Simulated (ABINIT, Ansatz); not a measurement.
# KSbS3 (Pm-3m): zone-centre phonons, part 3 of 5

Wanted: the vibrations of KSbS3 (Pm-3m) at Γ, by two programs.

ABINIT 10.8.3; DFT PBEsol, scalar-relativistic, plane waves, PseudoDojo norm-conserving pseudopotentials.

So far. Step 3 (Self-consistent run for the response): The cell stands at -0.34 GPa: the relaxation ran with a smoothed and higher cutoff, and the difference is a stress of the finite basis. Step 4 (Zone-centre response): The acoustic modes at Γ come out as far as 2.3 cm⁻¹ from zero, where they should vanish, a small numerical error. The lowest optical mode is imaginary, 81i cm⁻¹, an instability at this level and on this k mesh. The relaxed cell has a = 5.090 Å (conventional setting).

The structure was built from a prototype and need not be the compound's stable phase.

**5. Zone-centre analysis**

anaddb reads the merged derivatives and imposes the acoustic sum rule.

The input, anaddb.abi:

```
ddb_filepath "gamma_DDB"
output_file "anaddb.abo"
outdata_prefix "anaddb"
asr 1
chneut 1
enunit 2
eivec 1
nph1l 1
qph1l 0.0 0.0 0.0 1.0
```

The input, mrgddb.in:

```
gamma_DDB
merged
2
dfpt_gammao_DDB
gso_DDB
```

Launch:

```console
$ mrgddb < mrgddb.in > mrgddb.log
$ OMP_NUM_THREADS=1 anaddb anaddb.abi > anaddb.log
```

anaddb.abo, the main output file:

```text
-outvars_anaddb: echo values of input variables ----------------------

 Miscellaneous information :
      enunit         2
       eivec         1
         asr         1
 First list of wavevector (reduced coord.) :
       nph1l         1
       qph1l
                     0.00000000E+00  0.00000000E+00  0.00000000E+00    1.000E+00

================================================================================

 read the DDB information and perform some checks

  ==== Info on the Cryst% object ====
 Real(R)+Recip(G) space primitive vectors, cartesian coordinates (Bohr,Bohr^-1):
 R(1)=  9.6191045  0.0000000  0.0000000  G(1)=  0.1039598  0.0000000  0.0000000
 R(2)=  0.0000000  9.6191045  0.0000000  G(2)=  0.0000000  0.1039598  0.0000000
 R(3)=  0.0000000  0.0000000  9.6191045  G(3)=  0.0000000  0.0000000  0.1039598
 Unit cell volume ucvol=  8.9002853E+02 bohr^3
 Angles (23,13,12)=  9.00000000E+01  9.00000000E+01  9.00000000E+01 degrees
 Time-reversal symmetry is present
 Reduced atomic positions [iatom, xred, symbol]:
    1)    0.0000000  0.0000000  0.0000000   K
    2)    0.5000000  0.5000000  0.5000000  Sb
    3)    0.5000000  0.5000000  0.0000000   S
    4)    0.5000000  0.0000000  0.5000000   S
    5)    0.0000000  0.5000000  0.5000000   S

 DDB file with 3 blocks has been read.

================================================================================

 Treat the first list of vectors

  Phonon wavevector (reduced coordinates) :  0.00000  0.00000  0.00000
 Phonon energies in Hartree :
  -3.692589E-04 -3.692589E-04 -3.692589E-04 -2.572428E-04 -2.572428E-04
  -2.572428E-04  1.494030E-08  1.509252E-08  1.554021E-08  2.908217E-04
   2.908217E-04  2.908217E-04  9.216147E-04  9.216147E-04  9.216147E-04
 Phonon energies in meV     :
- -1.004805E+01 -1.004805E+01 -1.004805E+01 -6.999932E+00 -6.999932E+00
- -6.999932E+00  4.065463E-04  4.106884E-04  4.228707E-04  7.913660E+00
-  7.913660E+00  7.913660E+00  2.507841E+01  2.507841E+01  2.507841E+01
 Phonon frequencies in cm-1    :
- -8.104295E+01 -8.104295E+01 -8.104295E+01 -5.645826E+01 -5.645826E+01
- -5.645826E+01  3.279017E-03  3.312426E-03  3.410683E-03  6.382798E+01
-  6.382798E+01  6.382798E+01  2.022710E+02  2.022710E+02  2.022710E+02
 Phonon frequencies in Thz     :
- -2.429607E+00 -2.429607E+00 -2.429607E+00 -1.692576E+00 -1.692576E+00
- -1.692576E+00  9.830245E-05  9.930402E-05  1.022497E-04  1.913515E+00
-  1.913515E+00  1.913515E+00  6.063933E+00  6.063933E+00  6.063933E+00
 Phonon energies in Kelvin  :
- -1.166027E+02 -1.166027E+02 -1.166027E+02 -8.123084E+01 -8.123084E+01
- -8.123084E+01  4.717773E-03  4.765841E-03  4.907211E-03  9.183422E+01
-  9.183422E+01  9.183422E+01  2.910229E+02  2.910229E+02  2.910229E+02

 Eigendisplacements
 (will be given, for each mode : in cartesian coordinates
   for each atom the real part of the displacement vector,
   then the imaginary part of the displacement vector - absolute values smaller than 1.0d-7 are set to zero)
  Mode number    1   Energy   -3.692589E-04
 Attention : low frequency mode.
   (Could be unstable or acoustic mode)
-  1  0.00000000E+00  0.00000000E+00  4.81021247E-05
-     0.00000000E+00  0.00000000E+00  0.00000000E+00
-  2  0.00000000E+00  0.00000000E+00 -1.24540277E-03
-     0.00000000E+00  0.00000000E+00  0.00000000E+00
-  3  0.00000000E+00  0.00000000E+00 -6.57142434E-05
-     0.00000000E+00  0.00000000E+00  0.00000000E+00
-  4  0.00000000E+00  0.00000000E+00  2.36764879E-03
-     0.00000000E+00  0.00000000E+00  0.00000000E+00
-  5  0.00000000E+00  0.00000000E+00  2.36764879E-03
-     0.00000000E+00  0.00000000E+00  0.00000000E+00
  Mode number    2   Energy   -3.692589E-04
 Attention : low frequency mode.
   (Could be unstable or acoustic mode)
-  1  0.00000000E+00  4.81021247E-05  0.00000000E+00
-     0.00000000E+00  0.00000000E+00  0.00000000E+00
-  2  0.00000000E+00 -1.24540277E-03  0.00000000E+00
-     0.00000000E+00  0.00000000E+00  0.00000000E+00
-  3  0.00000000E+00  2.36764879E-03  0.00000000E+00
-     0.00000000E+00  0.00000000E+00  0.00000000E+00
-  4  0.00000000E+00 -6.57142434E-05  0.00000000E+00
-     0.00000000E+00  0.00000000E+00  0.00000000E+00
-  5  0.00000000E+00  2.36764879E-03  0.00000000E+00
-     0.00000000E+00  0.00000000E+00  0.00000000E+00
  Mode number    3   Energy   -3.692589E-04
 Attention : low frequency mode.
   (Could be unstable or acoustic mode)
-  1  4.81021247E-05  0.00000000E+00  0.00000000E+00
-     0.00000000E+00  0.00000000E+00  0.00000000E+00
-  2 -1.24540277E-03  0.00000000E+00  0.00000000E+00
-     0.00000000E+00  0.00000000E+00  0.00000000E+00
-  3  2.36764879E-03  0.00000000E+00  0.00000000E+00
-     0.00000000E+00  0.00000000E+00  0.00000000E+00
-  4  2.36764879E-03  0.00000000E+00  0.00000000E+00
-     0.00000000E+00  0.00000000E+00  0.00000000E+00
-  5 -6.57142434E-05  0.00000000E+00  0.00000000E+00
-     0.00000000E+00  0.00000000E+00  0.00000000E+00
  Mode number    4   Energy   -2.572428E-04
 Attention : low frequency mode.
   (Could be unstable or acoustic mode)
-  1  0.00000000E+00  0.00000000E+00  0.00000000E+00
-     0.00000000E+00  0.00000000E+00  0.00000000E+00
-  2  0.00000000E+00  0.00000000E+00  0.00000000E+00
-     0.00000000E+00  0.00000000E+00  0.00000000E+00
-  3  0.00000000E+00  0.00000000E+00  0.00000000E+00
-     0.00000000E+00  0.00000000E+00  0.00000000E+00
-  4  0.00000000E+00  0.00000000E+00 -2.92470830E-03
-     0.00000000E+00  0.00000000E+00  0.00000000E+00
-  5  0.00000000E+00  0.00000000E+00  2.92470830E-03
-     0.00000000E+00  0.00000000E+00  0.00000000E+00
  Mode number    5   Energy   -2.572428E-04
 Attention : low frequency mode.
   (Could be unstable or acoustic mode)
-  1  0.00000000E+00  0.00000000E+00  0.00000000E+00
-     0.00000000E+00  0.00000000E+00  0.00000000E+00
-  2  0.00000000E+00  0.00000000E+00  0.00000000E+00
-     0.00000000E+00  0.00000000E+00  0.00000000E+00
-  3  0.00000000E+00  2.92470830E-03  0.00000000E+00
-     0.00000000E+00  0.00000000E+00  0.00000000E+00
-  4  0.00000000E+00  0.00000000E+00  0.00000000E+00
-     0.00000000E+00  0.00000000E+00  0.00000000E+00
-  5  0.00000000E+00 -2.92470830E-03  0.00000000E+00
-     0.00000000E+00  0.00000000E+00  0.00000000E+00
  Mode number    6   Energy   -2.572428E-04
 Attention : low frequency mode.
   (Could be unstable or acoustic mode)
-  1  0.00000000E+00  0.00000000E+00  0.00000000E+00
-     0.00000000E+00  0.00000000E+00  0.00000000E+00
-  2  0.00000000E+00  0.00000000E+00  0.00000000E+00
-     0.00000000E+00  0.00000000E+00  0.00000000E+00
-  3  2.92470830E-03  0.00000000E+00  0.00000000E+00
-     0.00000000E+00  0.00000000E+00  0.00000000E+00
-  4 -2.92470830E-03  0.00000000E+00  0.00000000E+00
-     0.00000000E+00  0.00000000E+00  0.00000000E+00
-  5  0.00000000E+00  0.00000000E+00  0.00000000E+00
-     0.00000000E+00  0.00000000E+00  0.00000000E+00
  Mode number    7   Energy    1.494030E-08
 Attention : low frequency mode.
   (Could be unstable or acoustic mode)
-  1  0.00000000E+00  0.00000000E+00  1.46085805E-03
-     0.00000000E+00  0.00000000E+00  0.00000000E+00
-  2  0.00000000E+00  0.00000000E+00  1.46081618E-03
-     0.00000000E+00  0.00000000E+00  0.00000000E+00
-  3  0.00000000E+00  0.00000000E+00  1.46089302E-03
-     0.00000000E+00  0.00000000E+00  0.00000000E+00
-  4  0.00000000E+00  0.00000000E+00  1.46097019E-03
-     0.00000000E+00  0.00000000E+00  0.00000000E+00
-  5  0.00000000E+00  0.00000000E+00  1.46097019E-03
-     0.00000000E+00  0.00000000E+00  0.00000000E+00
  Mode number    8   Energy    1.509252E-08
 Attention : low frequency mode.
   (Could be unstable or acoustic mode)
-  1  0.00000000E+00  1.46085805E-03  0.00000000E+00
-     0.00000000E+00  0.00000000E+00  0.00000000E+00
-  2  0.00000000E+00  1.46081618E-03  0.00000000E+00
-     0.00000000E+00  0.00000000E+00  0.00000000E+00
-  3  0.00000000E+00  1.46097019E-03  0.00000000E+00
-     0.00000000E+00  0.00000000E+00  0.00000000E+00
-  4  0.00000000E+00  1.46089302E-03  0.00000000E+00
-     0.00000000E+00  0.00000000E+00  0.00000000E+00
-  5  0.00000000E+00  1.46097019E-03  0.00000000E+00
-     0.00000000E+00  0.00000000E+00  0.00000000E+00
  Mode number    9   Energy    1.554021E-08
 Attention : low frequency mode.
   (Could be unstable or acoustic mode)
-  1  1.46085805E-03  0.00000000E+00  0.00000000E+00
-     0.00000000E+00  0.00000000E+00  0.00000000E+00
-  2  1.46081618E-03  0.00000000E+00  0.00000000E+00
-     0.00000000E+00  0.00000000E+00  0.00000000E+00
-  3  1.46097019E-03  0.00000000E+00  0.00000000E+00
-     0.00000000E+00  0.00000000E+00  0.00000000E+00
-  4  1.46097019E-03  0.00000000E+00  0.00000000E+00
-     0.00000000E+00  0.00000000E+00  0.00000000E+00
-  5  1.46089302E-03  0.00000000E+00  0.00000000E+00
-     0.00000000E+00  0.00000000E+00  0.00000000E+00
  Mode number   10   Energy    2.908217E-04
-  1  0.00000000E+00  0.00000000E+00 -3.44834097E-03
-     0.00000000E+00  0.00000000E+00  0.00000000E+00
-  2  0.00000000E+00  0.00000000E+00  6.12625068E-04
-     0.00000000E+00  0.00000000E+00  0.00000000E+00
-  3  0.00000000E+00  0.00000000E+00  5.54079502E-04
-     0.00000000E+00  0.00000000E+00  0.00000000E+00
-  4  0.00000000E+00  0.00000000E+00  6.62175969E-04
-     0.00000000E+00  0.00000000E+00  0.00000000E+00
-  5  0.00000000E+00  0.00000000E+00  6.62175969E-04
-     0.00000000E+00  0.00000000E+00  0.00000000E+00
  Mode number   11   Energy    2.908217E-04
-  1  0.00000000E+00  3.44834097E-03  0.00000000E+00
-     0.00000000E+00  0.00000000E+00  0.00000000E+00
-  2  0.00000000E+00 -6.12625068E-04  0.00000000E+00
-     0.00000000E+00  0.00000000E+00  0.00000000E+00
-  3  0.00000000E+00 -6.62175969E-04  0.00000000E+00
-     0.00000000E+00  0.00000000E+00  0.00000000E+00
-  4  0.00000000E+00 -5.54079502E-04  0.00000000E+00
-     0.00000000E+00  0.00000000E+00  0.00000000E+00
-  5  0.00000000E+00 -6.62175969E-04  0.00000000E+00
-     0.00000000E+00  0.00000000E+00  0.00000000E+00
  Mode number   12   Energy    2.908217E-04
-  1  3.44834097E-03  0.00000000E+00  0.00000000E+00
-     0.00000000E+00  0.00000000E+00  0.00000000E+00
-  2 -6.12625068E-04  0.00000000E+00  0.00000000E+00
-     0.00000000E+00  0.00000000E+00  0.00000000E+00
-  3 -6.62175969E-04  0.00000000E+00  0.00000000E+00
-     0.00000000E+00  0.00000000E+00  0.00000000E+00
-  4 -6.62175969E-04  0.00000000E+00  0.00000000E+00
-     0.00000000E+00  0.00000000E+00  0.00000000E+00
-  5 -5.54079502E-04  0.00000000E+00  0.00000000E+00
-     0.00000000E+00  0.00000000E+00  0.00000000E+00
  Mode number   13   Energy    9.216147E-04
-  1  0.00000000E+00  0.00000000E+00  5.75432936E-05
-     0.00000000E+00  0.00000000E+00  0.00000000E+00
-  2  0.00000000E+00  0.00000000E+00  6.67351006E-04
-     0.00000000E+00  0.00000000E+00  0.00000000E+00
-  3  0.00000000E+00  0.00000000E+00 -3.82913912E-03
-     0.00000000E+00  0.00000000E+00  0.00000000E+00
-  4  0.00000000E+00  0.00000000E+00  6.12573991E-04
-     0.00000000E+00  0.00000000E+00  0.00000000E+00
-  5  0.00000000E+00  0.00000000E+00  6.12573991E-04
-     0.00000000E+00  0.00000000E+00  0.00000000E+00
  Mode number   14   Energy    9.216147E-04
-  1  0.00000000E+00  5.75432936E-05  0.00000000E+00
-     0.00000000E+00  0.00000000E+00  0.00000000E+00
-  2  0.00000000E+00  6.67351006E-04  0.00000000E+00
-     0.00000000E+00  0.00000000E+00  0.00000000E+00
-  3  0.00000000E+00  6.12573991E-04  0.00000000E+00
-     0.00000000E+00  0.00000000E+00  0.00000000E+00
-  4  0.00000000E+00 -3.82913912E-03  0.00000000E+00
-     0.00000000E+00  0.00000000E+00  0.00000000E+00
-  5  0.00000000E+00  6.12573991E-04  0.00000000E+00
-     0.00000000E+00  0.00000000E+00  0.00000000E+00
  Mode number   15   Energy    9.216147E-04
-  1  5.75432936E-05  0.00000000E+00  0.00000000E+00
-     0.00000000E+00  0.00000000E+00  0.00000000E+00
-  2  6.67351006E-04  0.00000000E+00  0.00000000E+00
-     0.00000000E+00  0.00000000E+00  0.00000000E+00
-  3  6.12573991E-04  0.00000000E+00  0.00000000E+00
-     0.00000000E+00  0.00000000E+00  0.00000000E+00
-  4  6.12573991E-04  0.00000000E+00  0.00000000E+00
-     0.00000000E+00  0.00000000E+00  0.00000000E+00
-  5 -3.82913912E-03  0.00000000E+00  0.00000000E+00
-     0.00000000E+00  0.00000000E+00  0.00000000E+00

 Analysis of degeneracies and characters (maximum tolerance=1.00E-06 a.u.)
 For each vibration mode, or group of modes if degenerate,
 the characters are given for each symmetry operation (see the list in the log file).
 Symmetry characters of vibration mode #   1
       degenerate with vibration modes #   2 to    3
  3.0 -3.0 -1.0  1.0 -1.0  1.0 -1.0  1.0  1.0 -1.0 -1.0  1.0  1.0 -1.0 -1.0  1.0
  0.0 -0.0  0.0 -0.0 -0.0  0.0 -0.0  0.0  1.0 -1.0 -1.0  1.0 -1.0  1.0  1.0 -1.0
  0.0 -0.0 -0.0  0.0 -0.0  0.0  0.0 -0.0  1.0 -1.0  1.0 -1.0 -1.0  1.0 -1.0  1.0
 Symmetry characters of vibration mode #   4
       degenerate with vibration modes #   5 to    6
  3.0 -3.0 -1.0  1.0 -1.0  1.0 -1.0  1.0 -1.0  1.0  1.0 -1.0 -1.0  1.0  1.0 -1.0
 -0.0  0.0 -0.0  0.0  0.0 -0.0  0.0 -0.0 -1.0  1.0  1.0 -1.0  1.0 -1.0 -1.0  1.0
 -0.0  0.0  0.0 -0.0  0.0 -0.0 -0.0  0.0 -1.0  1.0 -1.0  1.0  1.0 -1.0  1.0 -1.0
 Symmetry characters of vibration mode #   7
       degenerate with vibration modes #   8 to    9
  3.0 -3.0 -1.0  1.0 -1.0  1.0 -1.0  1.0  1.0 -1.0 -1.0  1.0  1.0 -1.0 -1.0  1.0
 -0.0  0.0 -0.0  0.0 -0.0  0.0  0.0 -0.0  1.0 -1.0 -1.0  1.0 -1.0  1.0  1.0 -1.0
 -0.0  0.0 -0.0  0.0  0.0 -0.0 -0.0  0.0  1.0 -1.0  1.0 -1.0 -1.0  1.0 -1.0  1.0
 Symmetry characters of vibration mode #  10
       degenerate with vibration modes #  11 to   12
  3.0 -3.0 -1.0  1.0 -1.0  1.0 -1.0  1.0  1.0 -1.0 -1.0  1.0  1.0 -1.0 -1.0  1.0
  0.0 -0.0  0.0 -0.0 -0.0  0.0 -0.0  0.0  1.0 -1.0 -1.0  1.0 -1.0  1.0  1.0 -1.0
  0.0 -0.0 -0.0  0.0 -0.0  0.0  0.0 -0.0  1.0 -1.0  1.0 -1.0 -1.0  1.0 -1.0  1.0
 Symmetry characters of vibration mode #  13
       degenerate with vibration modes #  14 to   15
  3.0 -3.0 -1.0  1.0 -1.0  1.0 -1.0  1.0  1.0 -1.0 -1.0  1.0  1.0 -1.0 -1.0  1.0
 -0.0  0.0 -0.0  0.0  0.0 -0.0  0.0 -0.0  1.0 -1.0 -1.0  1.0 -1.0  1.0  1.0 -1.0
 -0.0  0.0  0.0 -0.0  0.0 -0.0 -0.0  0.0  1.0 -1.0  1.0 -1.0 -1.0  1.0 -1.0  1.0
-
```

Run time: 0.5 s. Hardware: 1 thread of Arm Neoverse V2, shared host.

This step gave:

- lowest optical zone-centre mode: -81.04 cm⁻¹

No LO-TO term; unit eigenvectors of the mass-weighted matrix, from anaddb's displacements. The modes at Γ (shares of kinetic energy by element, %) (negative means imaginary):

| mode | frequency (cm⁻¹) | symmetry | K % | Sb % | S % |
| --- | --- | --- | --- | --- | --- |
| 1 | -81.0 | T1u | 0 | 34 | 66 |
| 2 | -81.0 | T1u | 0 | 34 | 66 |
| 3 | -81.0 | T1u | 0 | 34 | 66 |
| 4 | -56.5 | T2u | 0 | 0 | 100 |
| 5 | -56.5 | T2u | 0 | 0 | 100 |
| 6 | -56.5 | T2u | 0 | 0 | 100 |
| 7 | 0.0 | acoustic | 15 | 47 | 37 |
| 8 | 0.0 | acoustic | 15 | 47 | 37 |
| 9 | 0.0 | acoustic | 15 | 47 | 37 |
| 10 | 63.8 | T1u | 85 | 8 | 7 |
| 11 | 63.8 | T1u | 85 | 8 | 7 |
| 12 | 63.8 | T1u | 85 | 8 | 7 |
| 13 | 202.3 | T1u | 0 | 10 | 90 |
| 14 | 202.3 | T1u | 0 | 10 | 90 |
| 15 | 202.3 | T1u | 0 | 10 | 90 |

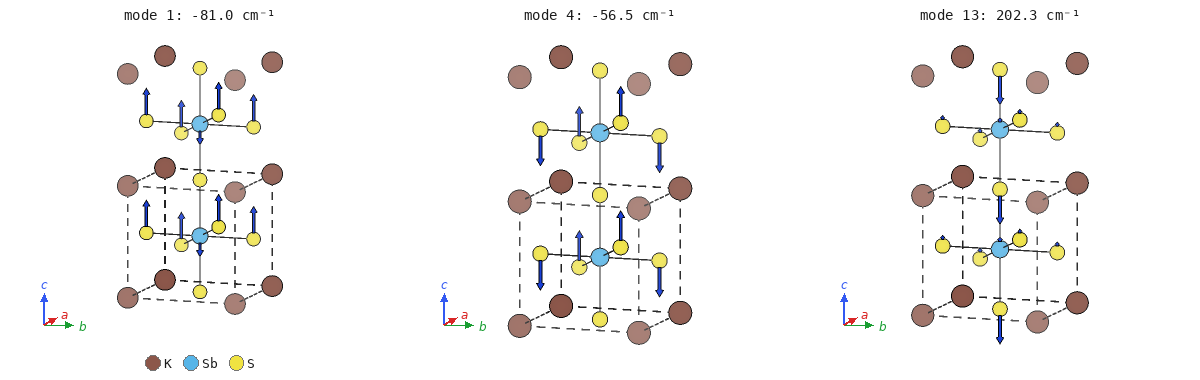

Displacement patterns of modes 1, 4 and 13 at Γ; arrows are exaggerated. 1×1×2 cells are drawn. Some periodic images of atoms are drawn too.

The rule also moves an optical mode by 0.4 cm⁻¹.

(Part 3 of 5 ends here.)

[Host names and launcher messages were left out of these logs when they were recorded.]

[Logs are printed without paths, hosts, clocks, repeated set-up lines and the standing remarks that a program may print on its own settings, such as how far it seeks lower states.]

[Hosts, paths, dates, database ids (printed as entryN), source tags and the programs' standing remarks are cut or masked in the printed files.]
